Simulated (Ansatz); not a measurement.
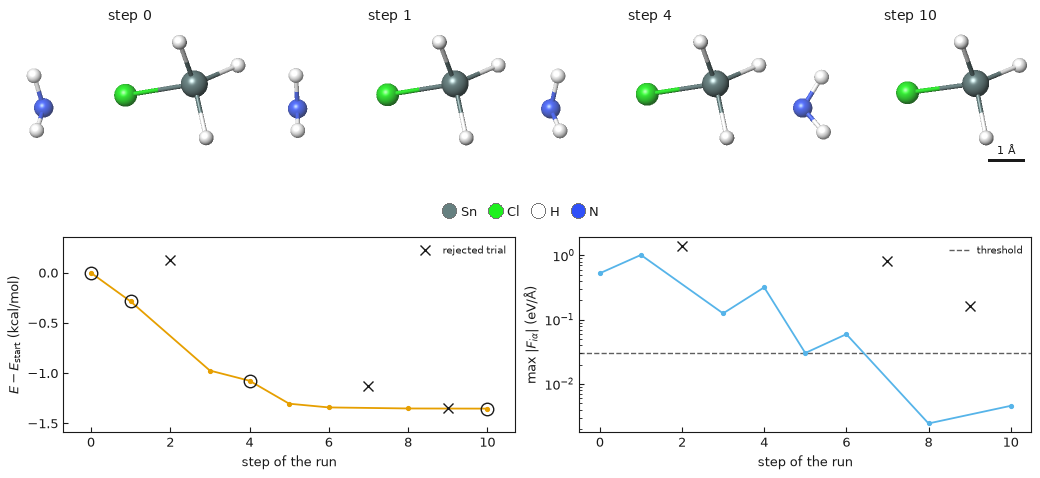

Frames of a relaxation of SnNH5Cl (multiplicity 2), marked on the history of the run. A ball-and-stick model, seen at a tilt.

The run prepares an end point of a later path (reaction) calculation, from a guessed geometry.

Computed with Ansatz, UKS PBE0-D4/def2-SVP. Set-up: collinear spin; force threshold 0.03 eV/Å; at most 50 steps.

**What happens along the run?**

The N atom moves most after the best rigid fit: 0.60 Å. By element the largest moves are N 0.60 Å, H 0.25 Å, Cl 0.10 Å, Sn 0.05 Å. Near-neighbour distances that change, for instance: Cl–Sn 2.395 → 2.367 Å, H–N 1.021 → 1.034 Å. The energy falls by 1.35 kcal/mol in 7 accepted moves (10 points after the start). The largest force component goes from 0.53 to 0.0046 eV/Å. The line search rejected the trial steps at points 2, 7, 9 of the run. The forces were under the threshold at step 8, but the run went on from there. From step 0 to 1: the N atom moves most (0.19 Å), energy −0.28 kcal/mol. From step 1 to 4: the N atom moves most (0.19 Å), energy −0.79 kcal/mol. From step 4 to 10: the N atom moves most (0.28 Å), energy −0.28 kcal/mol.

```tsv
step	E − E(0), kcal/mol	largest force component, eV/Å	note
0	0.00	0.5284	
1	-0.28	1.0182	
2	0.12	1.4213	rejected
3	-0.97	0.1254	
4	-1.07	0.3191	
5	-1.30	0.0304	
6	-1.34	0.0596	
7	-1.13	0.8093	rejected
8	-1.35	0.0024	
9	-1.34	0.1611	rejected
10	-1.35	0.0046
```

Limits of the set-up: the start holds two separate molecules, 2.9 Å apart at their closest, whose relative position is a soft coordinate.
